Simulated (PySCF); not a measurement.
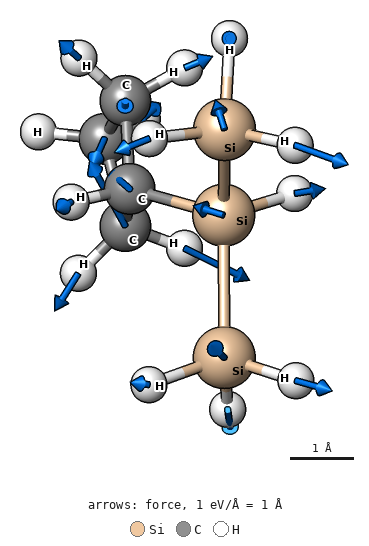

Starting geometry of C$_{4}$H$_{14}$Si$_{3}$ with the computed forces as blue arrows. A ball-and-stick model, seen from a free direction.

The start comes from GFN2-xTB. Its atoms were then displaced at random by about 0.01 Å.

Level of theory: PBE0-D3(BJ)/def2-SVP geometry optimisation, gas phase (PySCF). 

**What follows when this structure is relaxed?**

It isn't relaxed: the largest force vector, on a C atom, is 1.47 eV/Å. The final displacements have little in common with the starting forces (cosine between the two patterns 0.13). The energy falls by 0.269 eV in 12 geometry steps. The atom that moves furthest after the best rigid fit is an H atom (0.44 Å). Largest moves by element: H 0.44 Å, C 0.16 Å, Si 0.14 Å. Among the contacts that change: H–Si 1.445 → 1.497 Å, C–H 1.067 → 1.102 Å, Si–Si 2.314 → 2.345 Å, C–C 1.574 → 1.551 Å. Among the angles between lasting bonds that change: Si–Si–Si 117.2° → 109.4°, C–Si–H 104.0° → 109.0°, Si–Si–H 116.1° → 111.1°. Cost: 6.2 min on 1 thread of Arm Neoverse N1 (shared host).
